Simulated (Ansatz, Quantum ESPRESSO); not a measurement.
**Tb (P6_3/mmc): electron-phonon coupling**

Aim: phonons of metallic Tb (P6_3/mmc) and how strongly they couple to the electrons.

Calculated with Quantum ESPRESSO 7.5; DFT PBE, scalar-relativistic, plane waves, PseudoDojo norm-conserving, 4f in core pseudopotentials.

## 1. Set-up

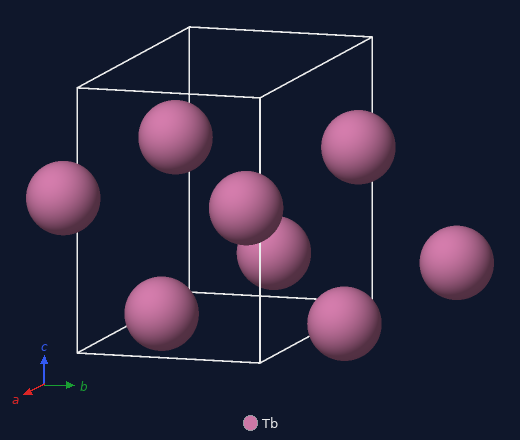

Start, viewed from a free direction; terbium pink. 2×2×1 cells are drawn.

## 2. A probe with smearing

A cheap run with smearing and empty bands tells whether the crystal has a gap, which decides between fixed occupations and smearing later on.

File probe.in:

```
&CONTROL
  calculation = 'scf'
  prefix      = 'x'
  outdir      = './tmp'
  pseudo_dir  = './pseudo'
  tprnfor     = .true.
  tstress     = .true.
  verbosity   = 'high'
/
&SYSTEM
  ibrav       = 0
  nat         = 2
  ntyp        = 1
  ecutwfc     = 42.0
  occupations = 'smearing'
  smearing    = 'gaussian'
  degauss     = 0.01
/
&ELECTRONS
  conv_thr         = 1.0d-07
  mixing_beta      = 0.7
  electron_maxstep = 100
/
ATOMIC_SPECIES
 Tb    158.9254  Tb.upf
CELL_PARAMETERS angstrom
     3.601000000    0.000000000    0.000000000
    -1.800500000    3.118557479    0.000000000
     0.000000000    0.000000000    5.693600000
ATOMIC_POSITIONS crystal
 Tb     0.333333333   0.666666667   0.250000000
 Tb     0.666666667   0.333333333   0.750000000
K_POINTS automatic
 6 6 4 0 0 0
```

The run is started by

```sh
> OMP_NUM_THREADS=1 mpirun -n 8 pw.x -nk 8 -in probe.in > probe.out
```

What it wrote:

```text
[banners, grids, parts of the stress and lines that vanish by symmetry left out]
Program PWSCF v.7.5
     Message from routine setup:
     using ibrav=0 with symmetry is DISCOURAGED, use correct ibrav instead
[...]
kinetic-energy cutoff     =      42.0000  Ry
     charge density cutoff     =     168.0000  Ry
     scf convergence threshold =      1.0E-07
[...]
Exchange-correlation= PBE
                           (   1   4   3   4   0   0   0)
[...]
24 Sym. Ops., with inversion, found (12 have fractional translation)
[...]
(     0          1          0      )
                  (     0          0          1      )
[...]
(  0.0000000  1.0000000  0.0000000 )
                  (  0.0000000  0.0000000  1.0000000 )
[...]
(     0         -1          0      )       (  0.0000000 )
[...]
(  0.0000000  0.0000000  1.0000000 )
[...]
(    -1          0          0      )
                  (     0          0          1      )
[...]
( -0.8660254 -0.5000000  0.0000000 )
                  (  0.0000000  0.0000000  1.0000000 )
[...]
number of k points=    21  Gaussian smearing, width (Ry)=  0.0100
[...]
End of self-consistent calculation
[...]
the Fermi energy is    10.4204 ev
!    total energy              =    -170.58895223 Ry
[...]
convergence has been achieved in   5 iterations
[...]
atom    1 type  1   force =    -0.00000000   -0.00000000    0.00000000
     atom    2 type  1   force =     0.00000000    0.00000000    0.00000000
[...]
Total force =     0.000000     Total SCF correction =     0.000000
[...]
total   stress  (Ry/bohr**3)                   (kbar)     P=       -4.37
[...]
XML data file, charge density, pseudopotentials, collected wavefunctions

   JOB DONE.
```

The job ended after 3.7 s (8 MPI ranks of Intel Xeon at 2.70GHz, shared host; 27 s of CPU time).

Read from the output:

| Item | Value |
| --- | --- |
| volume per atom | 31.97 Å³ |
| pressure | -0.4367 GPa |
| gap on the k-mesh | 0 eV |

No gap opens on this mesh, so smearing is kept; the start stands at -0.44 GPa.

## 3. Relaxing the cell and atoms

The harmonic expansion starts where the forces on the atoms vanish, and stress shifts the frequencies, so cell and atoms are relaxed with tight thresholds.

File relax.in:

```
&CONTROL
  calculation   = 'vc-relax'
  prefix        = 'x'
  outdir        = './tmp'
  pseudo_dir    = './pseudo'
  tprnfor       = .true.
  tstress       = .true.
  forc_conv_thr = 2.0d-05
  etot_conv_thr = 1.0d-07
  nstep         = 40
/
&SYSTEM
  ibrav       = 0
  nat         = 2
  ntyp        = 1
  ecutwfc     = 42.0
  occupations = 'smearing'
  smearing    = 'mv'
  degauss     = 0.02
/
&ELECTRONS
  conv_thr         = 1.0d-11
  mixing_beta      = 0.7
  electron_maxstep = 100
/
&IONS
/
&CELL
  press_conv_thr = 0.2
/
ATOMIC_SPECIES
 Tb    158.9254  Tb.upf
CELL_PARAMETERS angstrom
     3.601000000    0.000000000    0.000000000
    -1.800500000    3.118557479    0.000000000
     0.000000000    0.000000000    5.693600000
ATOMIC_POSITIONS crystal
 Tb     0.333333333   0.666666667   0.250000000
 Tb     0.666666667   0.333333333   0.750000000
K_POINTS automatic
 12 12 6 0 0 0
```

The run is started by

```sh
> OMP_NUM_THREADS=1 mpirun -n 8 pw.x -nk 8 -in relax.in > relax.out
```

What it wrote:

```text
[banners, grids, parts of the stress and lines that vanish by symmetry left out]
[banner, memory and clock lines left out]
Program PWSCF v.7.5

[...]
kinetic-energy cutoff     =      42.0000  Ry
     charge density cutoff     =     168.0000  Ry
     scf convergence threshold =      1.0E-11
[...]
energy convergence thresh.=      1.0E-07
     force convergence thresh. =      2.0E-05
     press convergence thresh. =      2.0E-01
     Exchange-correlation= PBE
                           (   1   4   3   4   0   0   0)
[...]
24 Sym. Ops., with inversion, found (12 have fractional translation)
[...]
number of k points=    76  Marzari-Vanderbilt smearing, width (Ry)=  0.0200
[...]
End of self-consistent calculation
[...]
the Fermi energy is    10.3882 ev
!    total energy              =    -170.58779277 Ry
[...]
convergence has been achieved in   7 iterations
[...]
atom    1 type  1   force =     0.00000000    0.00000000    0.00000000
     atom    2 type  1   force =    -0.00000000   -0.00000000    0.00000000
     Total force =     0.000000     Total SCF correction =     0.000000
[...]
total   stress  (Ry/bohr**3)                   (kbar)     P=       -6.12
[...]
number of bfgs steps    =   0
[...]
CELL_PARAMETERS (angstrom)
[...]
ATOMIC_POSITIONS (crystal)
Tb               0.3333333330        0.6666666670        0.2500000000
Tb               0.6666666670        0.3333333330        0.7500000000
[...]
New effective cutoffs (rho, wfc):  168.32   42.13
[...]
End of self-consistent calculation
[...]
the Fermi energy is    10.4261 ev
!    total energy              =    -170.58784954 Ry
[...]
convergence has been achieved in   4 iterations
[...]
atom    1 type  1   force =     0.00000000    0.00000000   -0.00000000
     atom    2 type  1   force =    -0.00000000   -0.00000000    0.00000000
     Total force =     0.000000     Total SCF correction =     0.000000
[...]
total   stress  (Ry/bohr**3)                   (kbar)     P=       -4.67
[...]
number of bfgs steps    =   1
[...]
CELL_PARAMETERS (angstrom)
[...]
ATOMIC_POSITIONS (crystal)
Tb               0.3333333330        0.6666666670        0.2500000000
Tb               0.6666666670        0.3333333330        0.7500000000
[...]
New effective cutoffs (rho, wfc):  168.77   42.28
[...]
End of self-consistent calculation
[...]
the Fermi energy is    10.4658 ev
!    total energy              =    -170.58789451 Ry
[...]
convergence has been achieved in   5 iterations
[...]
atom    1 type  1   force =    -0.00000000   -0.00000000    0.00000000
     atom    2 type  1   force =     0.00000000    0.00000000   -0.00000000
     Total force =     0.000000     Total SCF correction =     0.000000
[...]
total   stress  (Ry/bohr**3)                   (kbar)     P=       -3.14
[...]
number of bfgs steps    =   2
[...]
CELL_PARAMETERS (angstrom)
[...]
ATOMIC_POSITIONS (crystal)
[...]
New effective cutoffs (rho, wfc):  169.43   42.50
[...]
End of self-consistent calculation
[...]
the Fermi energy is    10.5218 ev
!    total energy              =    -170.58793184 Ry
[...]
the Fermi energy is    10.5547 ev
!    total energy              =    -170.58794206 Ry
[...]
convergence has been achieved in   5 iterations
[...]
atom    1 type  1   force =     0.00000000   -0.00000000    0.00000000
     atom    2 type  1   force =    -0.00000000    0.00000000   -0.00000000
     Total force =     0.000000     Total SCF correction =     0.000000
[...]
total   stress  (Ry/bohr**3)                   (kbar)     P=        0.38
[...]
number of bfgs steps    =   6
[...]
the Fermi energy is    10.5490 ev
!    total energy              =    -170.58794369 Ry
[...]
convergence has been achieved in   5 iterations
[...]
atom    1 type  1   force =    -0.00000000   -0.00000000    0.00000000
     atom    2 type  1   force =     0.00000000    0.00000000   -0.00000000
     Total force =     0.000000     Total SCF correction =     0.000000
[...]
total   stress  (Ry/bohr**3)                   (kbar)     P=        0.20
[...]
number of bfgs steps    =   7
[...]
New effective cutoffs (rho, wfc):  170.00   42.78
[...]
the Fermi energy is    10.5434 ev
!    total energy              =    -170.58794411 Ry
[...]
convergence has been achieved in   5 iterations
[...]
atom    1 type  1   force =    -0.00000000   -0.00000000    0.00000000
     atom    2 type  1   force =     0.00000000    0.00000000   -0.00000000
     Total force =     0.000000     Total SCF correction =     0.000000
[...]
total   stress  (Ry/bohr**3)                   (kbar)     P=        0.01
[...]
number of bfgs steps    =   8
[...]
small trust_radius: resetting bfgs history
[...]
CELL_PARAMETERS (angstrom)
[...]
ATOMIC_POSITIONS (crystal)
[...]
New effective cutoffs (rho, wfc):  170.00   42.78
[...]
End of self-consistent calculation
[...]
the Fermi energy is    10.5433 ev
!    total energy              =    -170.58794411 Ry
[...]
convergence has been achieved in   2 iterations
[...]
atom    1 type  1   force =     0.00000000    0.00000000   -0.00000000
     atom    2 type  1   force =    -0.00000000   -0.00000000    0.00000000
     Total force =     0.000000     Total SCF correction =     0.000000
[...]
total   stress  (Ry/bohr**3)                   (kbar)     P=        0.01
[...]
bfgs converged in  10 scf cycles and   9 bfgs steps
[...]
End of BFGS Geometry Optimization
     Final enthalpy           =    -170.5879441104 Ry
     File ./tmp/x.bfgs deleted, as requested
[...]
CELL_PARAMETERS (angstrom)
[...]
ATOMIC_POSITIONS (crystal)
Tb               0.3333333330        0.6666666670        0.2500000000
Tb               0.6666666670        0.3333333330        0.7500000000
[...]
Final scf calculation at the relaxed structure.
[...]
kinetic-energy cutoff     =      42.0000  Ry
     charge density cutoff     =     168.0000  Ry
     scf convergence threshold =      1.0E-13
[...]
press convergence thresh. =      2.0E-01
     Exchange-correlation= PBE
                           (   1   4   3   4   0   0   0)
[...]
24 Sym. Ops., with inversion, found (12 have fractional translation)
[...]
number of k points=    76  Marzari-Vanderbilt smearing, width (Ry)=  0.0200
[...]
c_bands:  1 eigenvalues not converged
     c_bands:  1 eigenvalues not converged
[...]
End of self-consistent calculation
[...]
the Fermi energy is    10.5434 ev
!    total energy              =    -170.58771693 Ry
[...]
convergence has been achieved in   8 iterations
[...]
atom    1 type  1   force =     0.00000000    0.00000000   -0.00000000
     atom    2 type  1   force =    -0.00000000    0.00000000    0.00000000
     Total force =     0.000000     Total SCF correction =     0.000000
[...]
total   stress  (Ry/bohr**3)                   (kbar)     P=       -0.72
[...]
XML data file, charge density, pseudopotentials, collected wavefunctions
```

It took 63 s on 8 MPI ranks.

The steps of the relaxation:

```
step  energy less that of the first step (eV)  largest force (eV/Å)  pressure (GPa)  volume (Å³)
   1                                   0.0000                0.0000           -0.61        63.94
   2                                  -0.0008                0.0000           -0.47        63.74
   3                                  -0.0014                0.0000           -0.31        63.53
   4                                  -0.0019                0.0000           -0.10        63.24
   5                                  -0.0020                0.0000            0.04        63.06
   6                                  -0.0020                0.0000            0.04        63.06
   7                                  -0.0020                0.0000            0.04        63.07
   8                                  -0.0021                0.0000            0.02        63.09
   9                                  -0.0021                0.0000            0.00        63.12
  10                                  -0.0021                0.0000            0.00        63.12
  11                                   0.0010                0.0000           -0.07        63.12
```

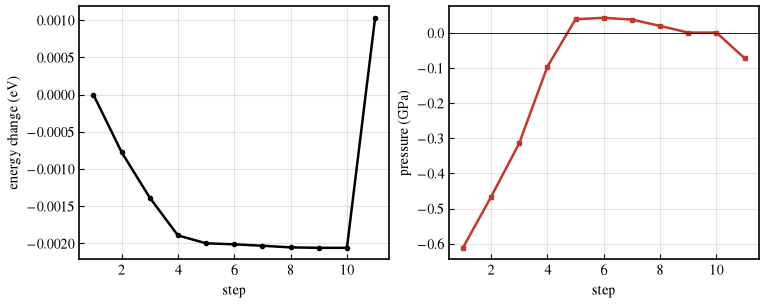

Energy and pressure along the relaxation.

| conventional cell, symmetrised | before | after | change |
| --- | --- | --- | --- |
| a (Å) | 3.601 | 3.595 | -0.2 % |
| b (Å) | 3.601 | 3.595 | -0.2 % |
| c (Å) | 5.694 | 5.641 | -0.9 % |
| volume (Å³/atom) | 31.97 | 31.56 | -1.3 % |

Final coordinates:

```xyz
2
Lattice="3.5946 0.0000 0.0000 -1.7973 3.1130 0.0000 0.0000 0.0000 5.6408" Properties=species:S:1:pos:R:3 pbc="T T T"
Tb    0.0000    2.0754    1.4102
Tb    1.7973    1.0377    4.2306
```

The last row of the table of steps is pw.x's closing run on a basis chosen anew for the final cell, so its energy can jump.

Numbers from this step:

```
volume per atom : 31.56 Å³
pressure        : -0.07200 GPa
```

The volume changes by -1.3 % from the cell with which this run began.

## 4. Self-consistent run for the response

The response is built on this ground state, so it is converged far tighter than an energy would need. Smearing stays on, as the first look found no gap above 0.3 eV.

File scf.in:

```
&CONTROL
  calculation = 'scf'
  prefix      = 'x'
  outdir      = './tmp'
  pseudo_dir  = './pseudo'
  tprnfor     = .true.
  tstress     = .true.
/
&SYSTEM
  ibrav       = 0
  nat         = 2
  ntyp        = 1
  ecutwfc     = 42.0
  occupations = 'smearing'
  smearing    = 'mv'
  degauss     = 0.02
/
&ELECTRONS
  conv_thr         = 1.0d-12
  mixing_beta      = 0.7
  electron_maxstep = 100
/
ATOMIC_SPECIES
 Tb    158.9254  Tb.upf
CELL_PARAMETERS angstrom
     3.594635425    0.000000000    0.000000000
    -1.797317712    3.113045595    0.000000000
     0.000000000    0.000000000    5.640773006
ATOMIC_POSITIONS crystal
 Tb     0.333333333   0.666666667   0.250000000
 Tb     0.666666667   0.333333333   0.750000000
K_POINTS automatic
 12 12 6 0 0 0
```

The run is started by

```sh
> OMP_NUM_THREADS=1 mpirun -n 8 pw.x -nk 8 -in scf.in > scf.out
```

What it wrote:

```text
[banners, grids, parts of the stress and lines that vanish by symmetry left out]
[banner, memory and clock lines left out]
Program PWSCF v.7.5

[...]
kinetic-energy cutoff     =      42.0000  Ry
     charge density cutoff     =     168.0000  Ry
     scf convergence threshold =      1.0E-12
[...]
Exchange-correlation= PBE
                           (   1   4   3   4   0   0   0)
[...]
24 Sym. Ops., with inversion, found (12 have fractional translation)
[...]
number of k points=    76  Marzari-Vanderbilt smearing, width (Ry)=  0.0200
[...]
End of self-consistent calculation
[...]
the Fermi energy is    10.5434 ev
!    total energy              =    -170.58771695 Ry
[...]
convergence has been achieved in   8 iterations
[...]
atom    1 type  1   force =     0.00000000    0.00000000    0.00000000
     atom    2 type  1   force =    -0.00000000   -0.00000000    0.00000000
     Total force =     0.000000     Total SCF correction =     0.000000
[...]
total   stress  (Ry/bohr**3)                   (kbar)     P=       -0.72
[...]
XML data file, charge density, pseudopotentials, collected wavefunctions
```

Run time: 9.5 s. Hardware: 8 MPI ranks; 74 s of CPU time.

The cell stands at -0.072 GPa, close enough for phonons.

## 5. Levels on a dense mesh

The coupling is a sum over pairs of states at the Fermi level and needs a much denser mesh than the density does.

scf_fit.in, as its differences from scf.in of step 4:

```diff
@@ -16,5 +16,6 @@
   degauss     = 0.02
+  la2F        = .true.
 /
 &ELECTRONS
-  conv_thr         = 1.0d-12
+  conv_thr         = 1.0d-10
   mixing_beta      = 0.7
@@ -32,2 +33,2 @@
 K_POINTS automatic
- 12 12 6 0 0 0
+ 24 24 12 0 0 0
```

The run is started by

```sh
> OMP_NUM_THREADS=1 mpirun -n 8 pw.x -nk 8 -in scf_fit.in > scf_fit.out
```

What it wrote:

```text
[banners, grids, parts of the stress and lines that vanish by symmetry left out]
[banner, memory and clock lines left out]
Program PWSCF v.7.5

[...]
kinetic-energy cutoff     =      42.0000  Ry
     charge density cutoff     =     168.0000  Ry
     scf convergence threshold =      1.0E-10
[...]
Exchange-correlation= PBE
                           (   1   4   3   4   0   0   0)
[...]
24 Sym. Ops., with inversion, found (12 have fractional translation)
[...]
number of k points=   427  Marzari-Vanderbilt smearing, width (Ry)=  0.0200
[...]
End of self-consistent calculation
[...]
the Fermi energy is    10.5390 ev
!    total energy              =    -170.58763463 Ry
[...]
convergence has been achieved in   6 iterations
[...]
atom    1 type  1   force =    -0.00000000   -0.00000000    0.00000000
     atom    2 type  1   force =     0.00000000    0.00000000    0.00000000
     Total force =     0.000000     Total SCF correction =     0.000000
[...]
total   stress  (Ry/bohr**3)                   (kbar)     P=       -0.66
[...]
XML data file, charge density, pseudopotentials, collected wavefunctions
```

Elapsed: 35 s, on 8 MPI ranks.

Numbers from this step:

```yaml
pressure: -0.06567 GPa
```

## 6. Self-consistent run for the response

The run on the dense mesh left its levels for the electron-phonon sums; ph.x needs the ground state on the coarse mesh, so pw.x runs once more in the same folder.

scf.in is that of step 4.

The run is started by

```sh
> OMP_NUM_THREADS=1 mpirun -n 8 pw.x -nk 8 -in scf.in > scf.out
```

What it wrote:

```text
[banners, grids, parts of the stress and lines that vanish by symmetry left out]
[banner, memory and clock lines left out]
Program PWSCF v.7.5

[...]
kinetic-energy cutoff     =      42.0000  Ry
     charge density cutoff     =     168.0000  Ry
     scf convergence threshold =      1.0E-12
[...]
Exchange-correlation= PBE
                           (   1   4   3   4   0   0   0)
[...]
24 Sym. Ops., with inversion, found (12 have fractional translation)
[...]
number of k points=    76  Marzari-Vanderbilt smearing, width (Ry)=  0.0200
[...]
End of self-consistent calculation
[...]
the Fermi energy is    10.5434 ev
!    total energy              =    -170.58771695 Ry
[...]
convergence has been achieved in   8 iterations
[...]
atom    1 type  1   force =     0.00000000    0.00000000    0.00000000
     atom    2 type  1   force =     0.00000000   -0.00000000    0.00000000
     Total force =     0.000000     Total SCF correction =     0.000000
[...]
total   stress  (Ry/bohr**3)                   (kbar)     P=       -0.72
[...]
XML data file, charge density, pseudopotentials, collected wavefunctions
```

Run time: 11 s. Hardware: 8 MPI ranks.

This step gave:

```yaml
pressure: -0.07200 GPa
```

(Continued in part 2 of 4.)

[Host names and launcher messages were left out of these logs when they were recorded.]

[Logs are printed without paths, hosts, clocks, repeated set-up lines and the standing remarks that a program may print on its own settings, such as how far it seeks lower states.]

[Hosts, paths, dates, database ids (printed as entryN), source tags and the programs' standing remarks are cut or masked in the printed files.]
